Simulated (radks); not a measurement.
**W²⁺ in [Xe] 4f14 5d4: an all-electron calculation**

What are the levels of the tungsten ion W2+, how large are its shells, and how does its energy divide?

Program: radks (a radial shooting solver on a logarithmic mesh, Libxc functionals) version 1. Level of theory: scalar-relativistic Kohn-Sham, SOGGA, spin-unpolarised, spherical densities, finite nucleus. These are calculated values, not measurements, unless marked.

### 1 Starting point

* element: tungsten (Z = 74)
* charge: +2
* electrons: 72
* configuration: [Xe] 4f14 5d4
* nuclear rms radius: 5.3658 fm

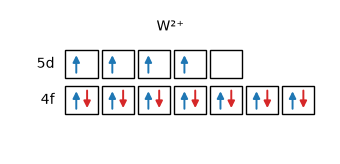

The shells outside the core, filled by Hund's rule for the drawing.

In the logs a row gives level, spin channel, occupation and eigenvalue; Etot, Ekin, Encl (electron-nucleus), Eh (Hartree) and Exc are energies, all in hartree; err is the last residual, it the number of iterations.

### 2 The run

The run's settings:

```text
Z 74
configuration [Xe] 4f14 5d4
relativity scalar-relativistic
functional sogga,pbe
spin unpolarised
nucleus finite rms 5.3658 fm
c 137.035999084
```

On the command line:

```sh
> python run_ks.py task.json out
```

All runs below come from this command, one after another.

Log:

```text
1s      1   2.0000       -2552.61642456
2s      1   2.0000        -441.09851361
2p      1   6.0000        -385.98536100
3s      1   2.0000        -102.03180363
3p      1   6.0000         -85.70287207
3d      1  10.0000         -66.88170136
4s      1   2.0000         -21.50350538
4p      1   6.0000         -16.14455711
4d      1  10.0000          -9.34387752
4f      1  14.0000          -1.80792856
5s      1   2.0000          -3.49209842
5p      1   6.0000          -2.17606126
5d      1   4.0000          -0.72715268
Etot -16133.773880481749
Ekin 17769.541931511812
Encl -39848.856719300085
Eh 6262.489896224231
Exc -316.9489889177083
err 1.9951666719929144e-09
it 16
```

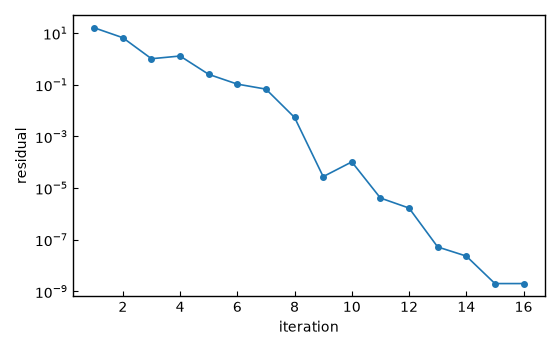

Residual of the self-consistent cycle.

### 3 Orbitals and density

From the orbitals of this run (lengths in bohr):

```
level  occupation  energy (eV)      <r>  outermost maximum (interpolated)  90 % within  nodes
   1s           2       -69460  0.01835                            0.0115       0.0334      0
   2s           2     -12002.9  0.07760                            0.0657        0.120      1
   2p           6     -10503.2  0.06945                            0.0539        0.113      0
   3s           2      -2776.4   0.2012                             0.185        0.295      2
   3p           6      -2332.1   0.2014                             0.183        0.301      1
   3d          10      -1819.9   0.1824                             0.149        0.283      0
   4s           2      -585.14   0.4497                             0.421        0.646      3
   4p           6      -439.32   0.4781                             0.441        0.695      2
   4d          10      -254.26   0.5114                             0.452        0.767      1
   5s           2      -95.025    1.068                             0.963         1.53      4
   5p           6      -59.214    1.247                              1.09         1.82      3
   4f          14      -49.196   0.6078                             0.428         1.01      0
   5d           4      -19.787    1.872                              1.47         2.90      2
```

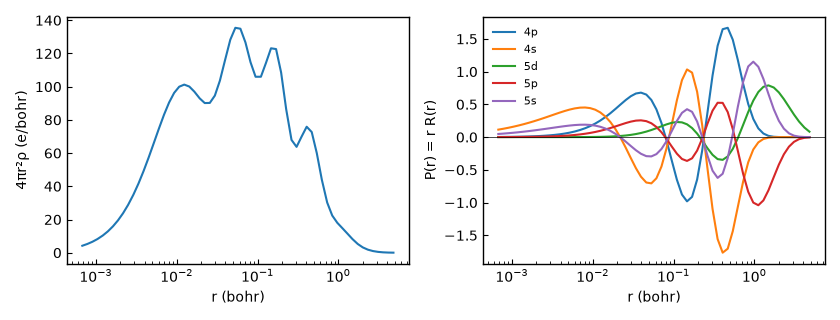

Radial density (left) and radial functions of outer levels (right).

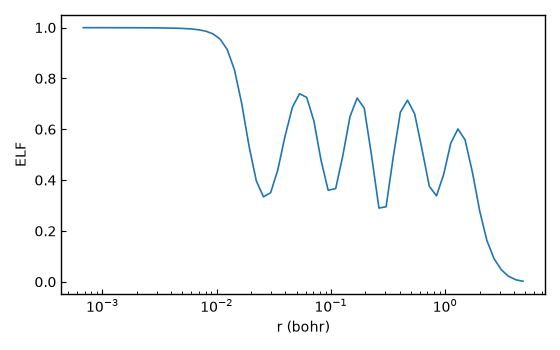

Electron localisation function against radius.

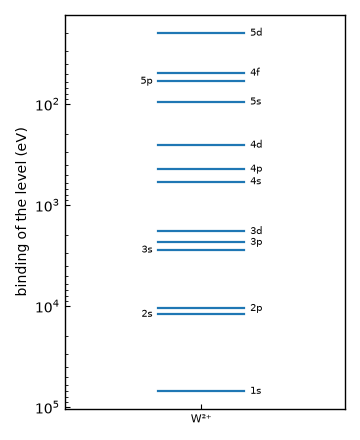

Level scheme on a logarithmic scale; filled levels blue, empty ones red.

Radial Coulomb (F) and exchange (G) integrals, eV:

```
integral  shells   value
      F0  5d, 5d  13.179
      F2  5d, 5d   6.770
      F4  5d, 5d   4.436
      F0  5d, 4f  17.171
      F2  5d, 4f   3.820
      F4  5d, 4f   1.772
      G1  5d, 4f   1.466
      G3  5d, 4f   1.264
      G5  5d, 4f   0.981
      F0  5d, 5p  15.436
```

X-ray form factor f at sin θ/λ (1/Å): 0.05: 71.24, 0.15: 66.14, 0.25: 59.07, 0.4: 49.09, 0.6: 38.88, 1: 25.57, 1.5: 17.45.

### 4 What came out

| quantity | value |
| --- | --- |
| total energy | -16133.7739 hartree |
| exchange-correlation share of it | 1.96 % |
| −T/E | 1.1014 |
| highest occupied level | 5d, -19.787 eV |
| most extended occupied level | 5d, <r> = 1.87 bohr |
| radius at density 0.001 e/bohr³ | 3.74 bohr |
| maxima of the radial density | 4 |
| ionisation energy, NIST | 26.0 (semi-emp.) eV |

**Reading.** The radial density shows 4 maxima for 5 occupied principal shells; where shells overlap, one shows as a shoulder or not at all. Relativity lifts −T/E to 1.101. The top level binds by 19.787 eV, 76 % of the NIST ionisation energy of 26.0 eV; the potential of a semilocal functional falls off too fast, so its top eigenvalue is too shallow. Spin polarisation and multiplet splitting are left out. Spin-orbit splitting is averaged out at the scalar-relativistic level.
